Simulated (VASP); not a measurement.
Energy against volume of V (bcc). Computed with SCAN meta-GGA, VASP's PBE PAW potentials (set 64) (plane waves; VASP).

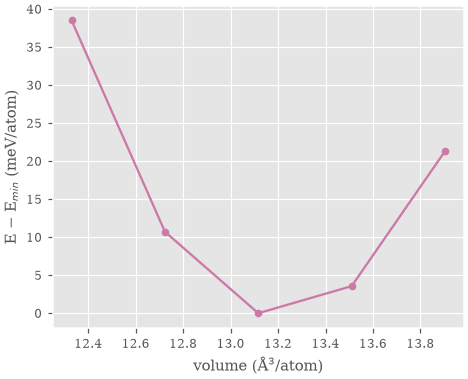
Energy against volume

Estimate the equilibrium volume and the bulk modulus.

The minimum lies near 13.2 Å³/atom, and the curvature gives B0 of about 200 GPa.

Measured: bulk modulus 161 GPa at 0 K (computed value off by +24.6 %), as given by H. Levämäki et al., Physical Review B (2014), arXiv:1402.3671 [corrected for temperature and zero-point phonon effects]; a 3.021 Å at 0 K (computed value off by -1.4 %), as given by Daniel Mejia-Rodriguez et al., Physical Review B (2018), arXiv:1807.09216 [static lattice: zero-point anharmonic expansion removed].

The compound is V in the bcc structure. It was relaxed first, which changed the volume by -5 %. The run is not spin-polarised, so no magnetic state was tried.
